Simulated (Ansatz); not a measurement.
# Ligand exchange: C2H8N2 + SiH2(NH2)(SiH3) → C2H9NSi + SiH2(NH2)2

Species: C2H8N2 (ethylhydrazine) `CCNN`, singlet; SiH2(NH2)(SiH3), singlet; C2H9NSi `CCN[SiH3]`, singlet; SiH2(NH2)2, singlet. The partners trade NH2 for SiH3: N–NH2 and Si–SiH3 bonds give way to N–SiH3 and Si–NH2.

Shapes, held fixed at every level: PBE0-D4/def2-TZVP. Flexible molecules stand in one conformer, not always the lowest. Programs: Ansatz 0.2.0. Electronic energies: no zero-point or thermal term.

```tsv
level	kind	ΔE (kJ/mol)	less CCSD(T)/CBS estimate
r2SCAN-D4/def2-TZVPP	meta-GGA	-264.8	+11.2
PBE0-D4/def2-TZVPP	global hybrid	-250.2	+25.8
wB97M-V/def2-TZVPP	range-separated hybrid	-273.7	+2.3
wB97X-V/def2-TZVPP	range-separated hybrid	-260.8	+15.2
MP2/def2-TZVPP	perturbation theory	-290.3	-14.3
CCSD(T)/def2-TZVPP	coupled cluster or CI	-270.8	+5.2
CCSD(T)/CBS estimate	coupled cluster or CI	-276.0	0.0
```

The highest level, CCSD(T)/CBS estimate, gives ΔE = -276.0 kJ/mol; the levels span -290.3 to -250.2. The column of differences is taken from that level and isn't an error. No measured value is set beside it here. The CBS estimate extrapolates MP2 from def2-TZVPP and def2-QZVPP and adds CCSD(T) − MP2 in the triple-zeta set, cores frozen.

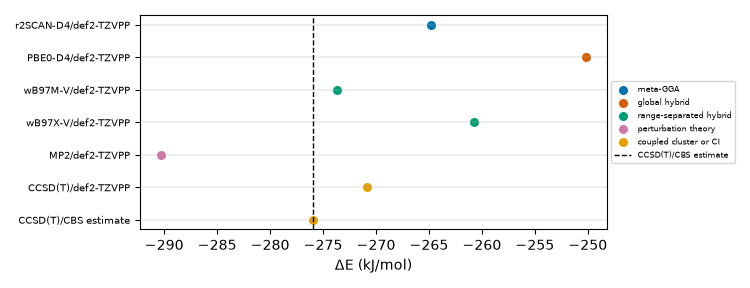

The values of the table, level by level.
